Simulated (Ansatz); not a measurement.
# C2H7NSSi: molecular dynamics

Purpose: to follow the molecule's vibrations and see whether its bonds hold. The start is relaxed first. Runs: 500 steps of 0.5 fs at constant energy, with velocities drawn for 300 K. SMILES of the start: C=C(N)[SiH2]S.

Method: RKS PBE0/STO-3G, in Ansatz 0.2.0.

### Step 1. The system as given

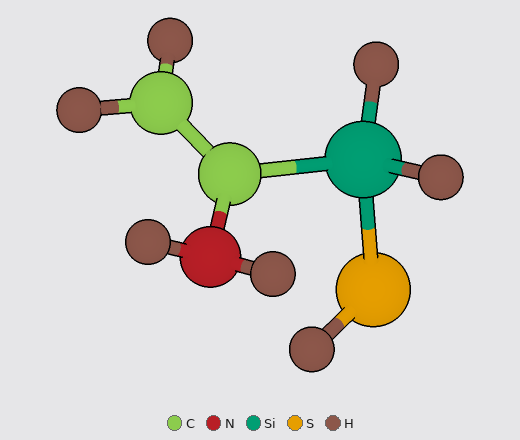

Start, viewed from a chosen angle; carbon green, nitrogen red, silicon teal, sulfur amber, hydrogen brown.

As a file:

```xyz
12

C     0.5689    1.5887    0.2565
C    -0.1256    0.4512    0.2105
N    -1.5401    0.3730    0.2527
Si    0.9418   -1.1671    0.0460
S     0.4914   -1.9114   -1.9489
H    -0.0240    2.5864    0.3132
H     1.6298    1.7146    0.1915
H    -1.8231   -0.4475    0.7230
H    -1.9520    1.2331    0.6580
H     0.3250   -2.1495    1.0549
H     2.3107   -0.9473    0.2734
H    -0.7259   -1.3793   -1.9968
```

### Step 2. Relaxing the start

input.yaml

```yaml
crystal:
  periodic: [false, false, false]
  atoms:
    - { symbol: C, position_ang: [0.5689, 1.5887, 0.2565] }
    - { symbol: C, position_ang: [-0.1256, 0.4512, 0.2105] }
    - { symbol: "N", position_ang: [-1.5401, 0.373, 0.2527] }
    - { symbol: Si, position_ang: [0.9418, -1.1671, 0.046] }
    - { symbol: S, position_ang: [0.4914, -1.9114, -1.9489] }
    - { symbol: H, position_ang: [-0.024, 2.5864, 0.3132] }
    - { symbol: H, position_ang: [1.6298, 1.7146, 0.1915] }
    - { symbol: H, position_ang: [-1.8231, -0.4475, 0.723] }
    - { symbol: H, position_ang: [-1.952, 1.2331, 0.658] }
    - { symbol: H, position_ang: [0.325, -2.1495, 1.0549] }
    - { symbol: H, position_ang: [2.3107, -0.9473, 0.2734] }
    - { symbol: H, position_ang: [-0.7259, -1.3793, -1.9968] }
basis:
  gaussian: { orbitals: STO-3G }
hamiltonian:
  xc: pbe0
relax:
  f_tol: 0.02
  max_steps: 40
scf:
  lower_state_search: "off"
```

The run is started by

```sh
$ ansatz run input.yaml --threads 1 --pin off --max-ram 2048MiB --backend cpu --events-out ev --progress --plain --runs-dir out
```

Standard output (excerpt; [...] marks lines left out):

```text
Warning: RAYON_NUM_THREADS=1 ignored (pool sized by the plan → 1); use --threads N
[...]
Functional definition: PBE0
[...]
554 factors; integrals over basis functions are off by at most 1.1e-5 eV
[...]
mean field -22122.52428227 eV, -812.9877721878 hartree, gradient 2.3e-6 eV, S^2 0.000000; 0 other end points of the search recorded, 0 dependent functions left out
[...]
reference -22122.52430076 eV, -812.9877728675 hartree; 28, 28 occupied and 12, 12 virtual orbitals, 554 factors
relax step   1: F+E_penalty+E_count = -22122.52428227 eV  Δ(F+E_penalty+E_count) = +0.000e0 eV  max|allowed force component| = 4.290e0 eV/Å  Δτ_max = 0.0000 Å  (13 SCF iters, accepted)
[...]
relax step   3: F+E_penalty+E_count = -22123.09096341 eV  Δ(F+E_penalty+E_count) = -2.465e-1 eV  max|allowed force component| = 8.277e-1 eV/Å  Δτ_max = 0.1958 Å  (18 SCF iters, accepted)
[...]
relax step   5: F+E_penalty+E_count = -22123.12670005 eV  Δ(F+E_penalty+E_count) = -4.730e-3 eV  max|allowed force component| = 4.949e-1 eV/Å  Δτ_max = 0.2000 Å  (18 SCF iters, accepted)
[...]
relax step   7: F+E_penalty+E_count = -22123.14846040 eV  Δ(F+E_penalty+E_count) = -3.050e-3 eV  max|allowed force component| = 8.952e-2 eV/Å  Δτ_max = 0.0470 Å  (18 SCF iters, accepted)
[...]
relax step   9: F+E_penalty+E_count = -22123.14974872 eV  Δ(F+E_penalty+E_count) = -9.964e-4 eV  max|allowed force component| = 2.509e-2 eV/Å  Δτ_max = 0.0286 Å  (18 SCF iters, accepted)
[...]
relax step  11: F+E_penalty+E_count = -22123.15021603 eV  Δ(F+E_penalty+E_count) = -1.546e-4 eV  max|allowed force component| = 1.788e-2 eV/Å  Δτ_max = 0.0266 Å  (19 SCF iters, accepted)
Total energy: -22123.15023457 eV, -813.0107755105 hartree
Atom 0 at     0.550102     1.660356     0.261714 Å, force     0.001310    -0.017877    -0.006832 eV/Å
Atom 1 at    -0.083182     0.478168     0.255886 Å, force     0.014776     0.000222     0.005898 eV/Å
Atom 2 at    -1.528472     0.391134     0.293984 Å, force    -0.003577    -0.003050    -0.005224 eV/Å
Atom 3 at     0.805469    -1.147815    -0.018838 Å, force    -0.002837     0.003470     0.006856 eV/Å
Atom 4 at     0.694742    -1.807745    -2.030370 Å, force     0.004938     0.001833     0.001017 eV/Å
Atom 5 at     0.015539     2.604800     0.394618 Å, force    -0.004378     0.004355     0.001380 eV/Å
Atom 6 at     1.629394     1.733534     0.122621 Å, force    -0.005097     0.002267     0.001269 eV/Å
Atom 7 at    -1.832026    -0.366281     0.953703 Å, force     0.009516     0.001332    -0.002017 eV/Å
Atom 8 at    -1.930020     1.286226     0.664284 Å, force    -0.001328     0.003252     0.003496 eV/Å
Atom 9 at     0.212663    -2.117251     0.881433 Å, force     0.001580     0.006447    -0.004952 eV/Å
Atom 10 at     2.201211    -0.988227     0.312137 Å, force    -0.011638    -0.002121    -0.001790 eV/Å
Atom 11 at    -0.658523    -1.782000    -2.057171 Å, force    -0.003265    -0.000130     0.000899 eV/Å
Dipole moment:    -0.208773    -0.017842     0.391896 e Å
Checks for a lower state left out: stability, starts, cluster_reference, orbital_swaps, neighbouring_geometries, increment
```

Run time: 22 s. Hardware: 1 thread of Arm Neoverse V2, shared host; peak memory 0.14 GiB.

The steps of the relaxation:

```
step  energy from step 1 (eV)  largest force component (eV/Å)
   1                   0.0000                          4.2900
   2                  -0.3202                          1.0875
   3                  -0.5667                          0.8277
   4                  -0.5977                          0.5152
   5                  -0.6024                          0.4949
   6                  -0.6211                          0.2263
   7                  -0.6242                          0.0895
   8                  -0.6245                          0.1010
   9                  -0.6255                          0.0251
  10                  -0.6258                          0.0116
  11                  -0.6259                          0.0179
```

Step 1 is the start.

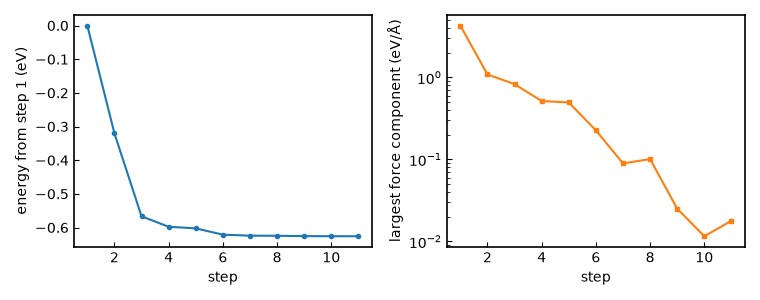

Energy and largest force along the relaxation.

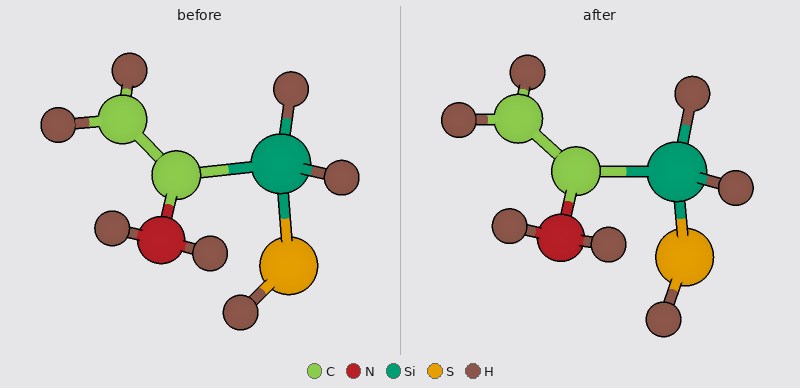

The structure before (left) and after (right), drawn at the same scale.

After: Bond lengths: C1–C2 1.341 Å, C2–N3 1.448 Å, C2–Si4 1.873 Å, Si4–S5 2.120 Å, C1–H6 1.093 Å, C1–H7 1.091 Å, N3–H8 1.049 Å, N3–H9 1.049 Å, Si4–H10 1.450 Å, Si4–H11 1.443 Å, S5–H12 1.354 Å. Angles (14 of 16 angles, heavy atoms first): C1–C2–N3 121.6°, C1–C2–Si4 122.8°, N3–C2–Si4 115.2°, C2–Si4–S5 112.6°, C2–C1–H6 122.1°, C2–C1–H7 121.7°, C2–N3–H8 110.4°, C2–N3–H9 109.9°, C2–Si4–H10 107.2°, C2–Si4–H11 109.2°, S5–Si4–H10 111.1°, S5–Si4–H11 107.6°, Si4–S5–H12 93.7°, H6–C1–H7 116.2°.

### Step 3. Dynamics

500 steps of 0.5 fs at constant energy, with velocities drawn for 300 K, from the relaxed start.

input.yaml

```yaml
crystal:
  periodic: [false, false, false]
  atoms:
    - { symbol: C, position_ang: [0.550102, 1.660356, 0.261714] }
    - { symbol: C, position_ang: [-0.083182, 0.478168, 0.255886] }
    - { symbol: "N", position_ang: [-1.528472, 0.391134, 0.293984] }
    - { symbol: Si, position_ang: [0.805469, -1.147815, -0.018838] }
    - { symbol: S, position_ang: [0.694742, -1.807745, -2.03037] }
    - { symbol: H, position_ang: [0.015539, 2.6048, 0.394618] }
    - { symbol: H, position_ang: [1.629394, 1.733534, 0.122621] }
    - { symbol: H, position_ang: [-1.832026, -0.366281, 0.953703] }
    - { symbol: H, position_ang: [-1.93002, 1.286226, 0.664284] }
    - { symbol: H, position_ang: [0.212663, -2.117251, 0.881433] }
    - { symbol: H, position_ang: [2.201211, -0.988227, 0.312137] }
    - { symbol: H, position_ang: [-0.658523, -1.782, -2.057171] }
basis:
  gaussian: { orbitals: STO-3G }
hamiltonian:
  xc: pbe0
md:
  timestep: 0.5
  n_steps: 500
  ensemble: nve
  temperature: 300.0
  initial_velocities: maxwell_boltzmann
  seed: 199850
scf:
  lower_state_search: "off"
```

The run is started by

```sh
$ ansatz run input.yaml --threads 1 --pin off --max-ram 2048MiB --backend cpu --events-out ev --progress --plain --runs-dir out
```

Standard output (excerpt; [...] marks lines left out):

```text
Warning: RAYON_NUM_THREADS=1 ignored (pool sized by the plan → 1); use --threads N
[...]
[... 1 set-up line as earlier in the session ...]
[...]
552 factors; integrals over basis functions are off by at most 1.4e-5 eV
[...]
mean field -22123.15021084 eV, -813.0107746385 hartree, gradient 2.2e-6 eV, S^2 0.000000; 0 other end points of the search recorded, 0 dependent functions left out
[...]
reference -22123.15022924 eV, -813.0107753146 hartree; 28, 28 occupied and 12, 12 virtual orbitals, 552 factors
md step     0: t =     0.00 fs  T =   300.0 K  F+E_penalty+E_count = -22123.15021084 eV  E_kin = 0.387780 eV  conserved = -22122.76243084 eV  (13 SCF iters)
[...]
md step    20: t =    10.00 fs  T =   152.5 K  F+E_penalty+E_count = -22122.95877167 eV  E_kin = 0.197165 eV  conserved = -22122.76160677 eV  (19 SCF iters)
[...]
md step    40: t =    20.00 fs  T =   159.2 K  F+E_penalty+E_count = -22122.96724172 eV  E_kin = 0.205732 eV  conserved = -22122.76151000 eV  (19 SCF iters)
[...]
md step    60: t =    30.00 fs  T =   185.5 K  F+E_penalty+E_count = -22123.00107296 eV  E_kin = 0.239718 eV  conserved = -22122.76135479 eV  (20 SCF iters)
[...]
md step    78: t =    39.00 fs  T =   147.4 K  F+E_penalty+E_count = -22122.95231369 eV  E_kin = 0.190515 eV  conserved = -22122.76179912 eV  (19 SCF iters)
md step    79: t =    39.50 fs  T =   136.1 K  F+E_penalty+E_count = -22122.93736617 eV  E_kin = 0.175882 eV  conserved = -22122.76148387 eV  (19 SCF iters)
```

### Step 4. The output, continued: dynamics from the start

Output, continued (excerpt; [...] marks lines left out):

```text
md step    80: t =    40.00 fs  T =   118.6 K  F+E_penalty+E_count = -22122.91419111 eV  E_kin = 0.153357 eV  conserved = -22122.76083454 eV  (19 SCF iters)
[...]
md step   106: t =    53.00 fs  T =   177.8 K  F+E_penalty+E_count = -22122.99162033 eV  E_kin = 0.229882 eV  conserved = -22122.76173822 eV  (20 SCF iters)
[...]
md step   132: t =    66.00 fs  T =   105.8 K  F+E_penalty+E_count = -22122.89715956 eV  E_kin = 0.136816 eV  conserved = -22122.76034317 eV  (13 SCF iters)
[...]
md step   158: t =    79.00 fs  T =   144.3 K  F+E_penalty+E_count = -22122.94722772 eV  E_kin = 0.186496 eV  conserved = -22122.76073189 eV  (19 SCF iters)
[...]
md step   183: t =    91.50 fs  T =   173.6 K  F+E_penalty+E_count = -22122.98625757 eV  E_kin = 0.224349 eV  conserved = -22122.76190879 eV  (20 SCF iters)
md step   184: t =    92.00 fs  T =   177.5 K  F+E_penalty+E_count = -22122.99141280 eV  E_kin = 0.229438 eV  conserved = -22122.76197498 eV  (20 SCF iters)
```

### Step 5. More of the same log: dynamics from the start

Output, continued (excerpt; [...] marks lines left out):

```text
md step   185: t =    92.50 fs  T =   169.2 K  F+E_penalty+E_count = -22122.98038472 eV  E_kin = 0.218749 eV  conserved = -22122.76163574 eV  (20 SCF iters)
[...]
md step   206: t =   103.00 fs  T =   134.5 K  F+E_penalty+E_count = -22122.93433574 eV  E_kin = 0.173814 eV  conserved = -22122.76052172 eV  (19 SCF iters)
[...]
md step   227: t =   113.50 fs  T =   119.2 K  F+E_penalty+E_count = -22122.91429365 eV  E_kin = 0.154110 eV  conserved = -22122.76018381 eV  (14 SCF iters)
[...]
md step   248: t =   124.00 fs  T =    97.3 K  F+E_penalty+E_count = -22122.88583896 eV  E_kin = 0.125728 eV  conserved = -22122.76011134 eV  (13 SCF iters)
[...]
md step   499: t =   249.50 fs  T =   123.5 K  F+E_penalty+E_count = -22122.91984353 eV  E_kin = 0.159626 eV  conserved = -22122.76021713 eV  (13 SCF iters)
[...]
Atom 4 at     0.574664    -1.915800    -1.994927 Å, force     0.393855     0.273806     0.199230 eV/Å
Atom 5 at    -0.009160     2.581412     0.881316 Å, force     0.924417    -1.288252    -0.429621 eV/Å
Atom 6 at     1.680888     1.667202     0.687153 Å, force    -1.350758     0.068000    -0.047615 eV/Å
Atom 7 at    -1.842531    -0.517637     0.342953 Å, force     0.017082     0.703474    -0.174434 eV/Å
Atom 8 at    -2.016362     1.146873     0.586703 Å, force     0.011536     0.103616     0.042032 eV/Å
Atom 9 at     0.720243    -1.984763     0.957864 Å, force    -0.671009    -0.373734     0.352436 eV/Å
Atom 10 at     2.307012    -0.789508     0.054346 Å, force     0.320323     0.524696    -0.273406 eV/Å
Atom 11 at    -0.623680    -2.386960    -1.627049 Å, force    -0.495065    -0.199283     0.006653 eV/Å
Dipole moment:    -0.252025    -0.101607     0.410910 e Å
Checks for a lower state left out: stability, starts, cluster_reference, orbital_swaps, neighbouring_geometries, increment
```

Run time: 13 min. Hardware: 1 thread of Arm Neoverse V2, shared host; peak memory 0.1 GiB.

### Step 6. The trajectory

One step in 20; energies are changes from step 0:

| time (fs) | T (K) | potential energy change (meV/atom) | total energy change (meV/atom) |
| --- | --- | --- | --- |
| 0.0 | 300 | 0.0 | 0.00 |
| 10.0 | 153 | 16.0 | 0.07 |
| 20.0 | 159 | 15.2 | 0.08 |
| 30.0 | 185 | 12.4 | 0.09 |
| 40.0 | 119 | 19.7 | 0.13 |
| 50.0 | 150 | 16.4 | 0.16 |
| 60.0 | 166 | 14.6 | 0.18 |
| 70.0 | 91 | 22.7 | 0.19 |
| 80.0 | 121 | 19.5 | 0.22 |
| 90.0 | 124 | 19.1 | 0.21 |
| 100.0 | 123 | 19.2 | 0.15 |
| 110.0 | 141 | 17.2 | 0.12 |
| 120.0 | 167 | 14.4 | 0.09 |
| 130.0 | 158 | 15.4 | 0.08 |
| 140.0 | 182 | 12.7 | 0.05 |
| 150.0 | 197 | 11.1 | 0.05 |
| 160.0 | 142 | 17.1 | 0.08 |
| 170.0 | 156 | 15.6 | 0.06 |
| 180.0 | 183 | 12.7 | 0.09 |
| 190.0 | 141 | 17.3 | 0.14 |
| 200.0 | 127 | 18.8 | 0.16 |
| 210.0 | 127 | 18.8 | 0.16 |
| 220.0 | 79 | 23.9 | 0.19 |
| 230.0 | 120 | 19.6 | 0.20 |
| 240.0 | 136 | 17.9 | 0.17 |
| 250.0 | 127 | 18.8 | 0.18 |

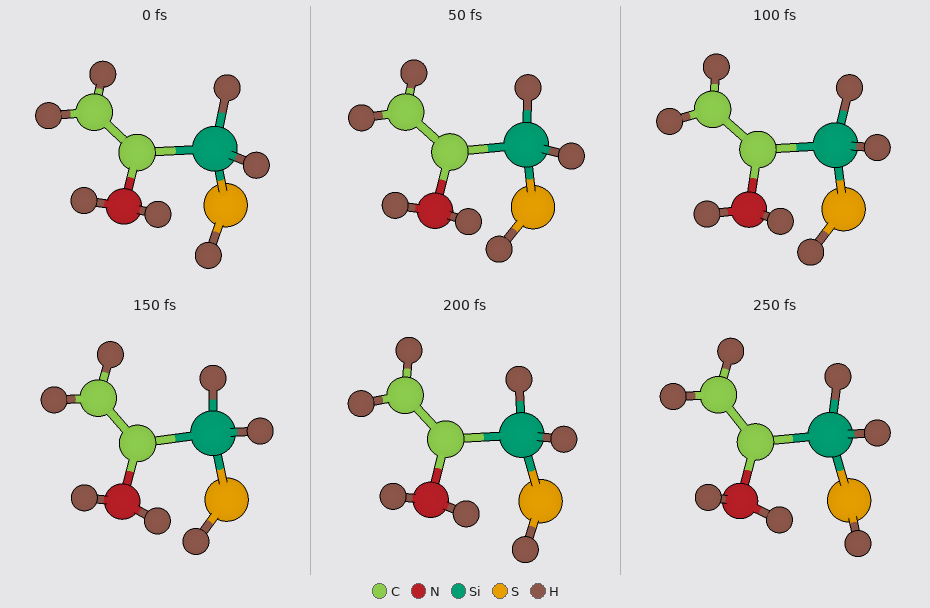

The system at six times, viewed from a chosen angle. Sticks join atoms within a bonding distance in each frame.

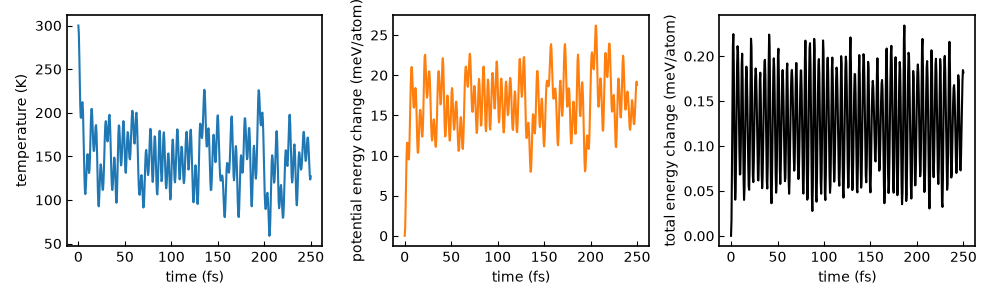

Traces against time; each panel has its own scale.

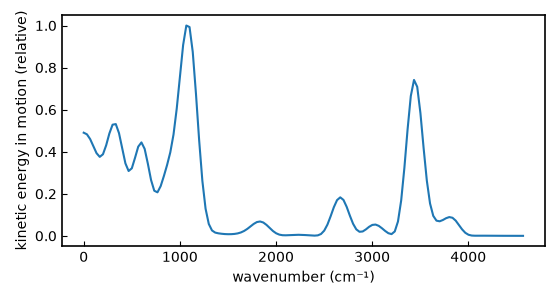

Power spectrum of the mass-weighted velocities; a run of 250 fs resolves no finer than about 270 cm⁻¹.

Maxima of the velocity power spectrum (cm⁻¹, relative height; resolution about 270 cm⁻¹): 330 (53), 600 (44), 1070 (100), 2670 (18), 3440 (74), 3800 (9).

### Step 7. Frames from the trajectory

Extended XYZ, with forces in eV/Å:

```xyz
12
time_fs=31.0 T=168 dE=0.1727
C     0.541    1.618    0.291   -0.666   -2.367   -0.216
C    -0.099    0.427    0.257    0.880    0.871    0.377
N    -1.531    0.374    0.191   -0.802   -0.334   -0.039
Si    0.880   -1.153    0.002    0.357   -0.145    0.395
S     0.632   -1.777   -2.006    0.322   -0.175    0.045
H     0.009    2.525    0.289   -0.919    1.705    0.183
H     1.599    1.672    0.255    1.378    0.157   -0.138
H    -1.937   -0.202    0.981    0.200    0.276   -0.428
H    -1.938    1.344    0.259    0.159   -0.312    0.229
H     0.509   -2.178    0.981   -0.057    0.282   -0.292
H     2.296   -0.868    0.198   -0.352   -0.017    0.018
H    -0.657   -1.413   -1.998   -0.499    0.060   -0.134
12
time_fs=62.5 T=200 dE=0.1298
C     0.544    1.642    0.328   -0.097    0.044   -0.171
C    -0.060    0.453    0.244    0.209   -0.213    0.177
N    -1.477    0.301    0.086    0.080    0.664   -0.622
Si    0.913   -1.131    0.025   -0.442   -0.540   -0.218
S     0.568   -1.767   -1.990    0.564   -0.022    0.496
H     0.001    2.581    0.302   -0.197    0.276    0.211
H     1.623    1.710    0.344    0.382    0.099    0.004
H    -1.838   -0.559    0.509   -0.285   -0.826    0.522
H    -2.036    1.102    0.451    0.158    0.129   -0.009
H     0.400   -2.104    0.967   -0.176   -0.032   -0.025
H     2.306   -1.029    0.343    0.307    0.332   -0.143
H    -0.690   -1.317   -1.885   -0.504    0.089   -0.220
12
time_fs=94.0 T=119 dE=0.2362
C     0.507    1.699    0.424    0.745    2.390   -0.063
C     0.011    0.485    0.225   -0.485   -0.847    0.186
N    -1.407    0.249    0.007   -0.560   -0.582    0.720
Si    0.885   -1.135   -0.004    1.949   -0.264    0.576
S     0.546   -1.782   -1.966   -0.353   -0.242   -0.276
H    -0.171    2.609    0.513    0.938   -1.292   -0.111
H     1.611    1.931    0.414   -1.345   -0.425    0.155
H    -1.731   -0.546    0.657    0.278    0.814   -0.630
H    -1.939    1.095    0.324   -0.184    0.131    0.007
H     0.504   -2.051    1.061   -0.415    0.095   -0.258
H     2.339   -1.060    0.156   -0.509    0.281   -0.075
H    -0.736   -1.350   -1.895   -0.058   -0.057   -0.231
12
time_fs=125.0 T=119 dE=0.2351
C     0.491    1.693    0.489    0.177    0.739    0.060
C    -0.030    0.471    0.299   -0.182   -0.089   -0.636
N    -1.466    0.324   -0.029    0.733    1.102    0.224
Si    0.960   -1.099   -0.010   -0.418   -0.779   -0.500
S     0.528   -1.848   -2.002   -0.314    0.811    1.235
H    -0.167    2.601    0.575    0.737   -0.889   -0.105
H     1.589    1.867    0.528   -0.832   -0.099    0.117
H    -1.875   -0.345    0.658   -0.347   -0.428    0.370
H    -1.892    1.267    0.223   -0.087   -0.605   -0.180
H     0.604   -2.114    0.954   -0.473    0.010    0.105
H     2.348   -0.967    0.269    0.663    0.500   -0.270
H    -0.745   -1.370   -1.814    0.344   -0.274   -0.420
12
time_fs=156.0 T=109 dE=0.2479
C     0.544    1.605    0.552   -0.746   -1.296   -0.298
C    -0.074    0.455    0.208    0.058    1.067    0.738
N    -1.504    0.393   -0.022    0.109   -0.860   -0.112
Si    0.935   -1.055   -0.070    2.165   -0.780    0.789
S     0.551   -1.866   -1.945   -0.876   -0.234   -0.647
H     0.005    2.503    0.779   -0.498    0.831    0.096
H     1.610    1.646    0.645    0.854    0.099    0.051
H    -1.907   -0.494    0.381    0.222    0.051   -0.158
H    -1.970    1.144    0.514   -0.303    0.800    0.233
H     0.881   -2.033    1.019   -0.685    0.256   -0.209
H     2.373   -0.754   -0.021   -0.653    0.309   -0.171
H    -0.762   -1.495   -1.842    0.353   -0.243   -0.312
12
time_fs=187.5 T=121 dE=0.2324
C     0.515    1.665    0.636   -0.345   -1.271   -0.257
C    -0.074    0.521    0.258    0.552   -0.372    0.196
N    -1.477    0.415    0.006   -0.893    0.390   -0.048
Si    0.939   -1.024   -0.083   -0.057   -0.898   -0.668
S     0.557   -1.946   -2.002   -0.035    0.614    0.923
H    -0.044    2.534    0.868   -0.815    1.283    0.285
H     1.569    1.722    0.789    1.079    0.109   -0.028
H    -1.912   -0.474    0.362    0.282    0.278   -0.002
H    -2.014    1.231    0.415    0.340   -0.513   -0.177
H     0.743   -1.994    0.957   -0.679   -0.201    0.282
H     2.341   -0.851    0.066    0.612    0.688   -0.279
H    -0.775   -1.775   -1.819   -0.041   -0.106   -0.226
12
time_fs=219.0 T=100 dE=0.2601
C     0.467    1.708    0.678    0.616    1.585    0.764
C    -0.028    0.546    0.264   -0.266   -0.733   -0.113
N    -1.448    0.437    0.027    0.281    0.120   -0.911
Si    0.910   -1.047   -0.123    1.120   -0.681    0.933
S     0.573   -1.956   -2.000    0.097    0.202   -0.076
H    -0.222    2.557    0.939    0.756   -0.814   -0.329
H     1.546    1.901    0.851   -0.680   -0.183   -0.301
H    -1.845   -0.372    0.531   -0.419   -0.495    0.378
H    -1.935    1.303    0.335   -0.179    0.105    0.296
H     0.644   -2.010    0.949   -0.496    0.335   -0.321
H     2.363   -0.978    0.005   -0.405    0.659   -0.231
H    -0.728   -2.155   -1.733   -0.425   -0.101   -0.090
12
time_fs=250.0 T=127 dE=0.2257
C     0.559    1.632    0.613    0.292    1.685    0.596
C    -0.076    0.516    0.247   -0.031   -0.161    0.030
N    -1.506    0.436    0.010   -0.006   -0.790    0.223
Si    0.904   -1.028   -0.086    0.594   -0.547   -0.525
S     0.575   -1.916   -1.995    0.394    0.274    0.199
H    -0.009    2.581    0.881    0.924   -1.288   -0.430
H     1.681    1.667    0.687   -1.351    0.068   -0.048
H    -1.843   -0.518    0.343    0.017    0.704   -0.174
H    -2.016    1.147    0.587    0.011    0.104    0.042
H     0.720   -1.985    0.958   -0.671   -0.374    0.352
H     2.307   -0.789    0.054    0.320    0.525   -0.273
H    -0.624   -2.387   -1.627   -0.495   -0.199    0.007
```

### Step 8. Results

| quantity | value |
| --- | --- |
| relaxation of the start | 10 moves, 0.626 eV lower |
| length | 500 steps of 0.5 fs |
| temperature, first and last step | 300 and 127 K |
| temperature, second half | mean 144 K, from 59 to 226 K |
| potential energy, second half | +17 meV/atom from the start |
| largest change of the total energy | 0.23 meV/atom |
| bonds formed or broken | 0 |

What this shows: The temperature starts at 300 K and averages 144 K in the second half, where it ranges from 59 to 226 K; a mean near half the start is what vibrations about a minimum give, since they share energy equally between motion and strain. The total energy strays from its start by at most 0.23 meV/atom, 1.5 % of the mean kinetic energy, so a step of 0.5 fs is short enough over this time. The bonds all hold. 250 fs on 12 atoms is far too short and small for converged averages. The nuclei move classically, without zero-point motion, which matters most for hydrogen. The basis is very small, so the numbers are rough.
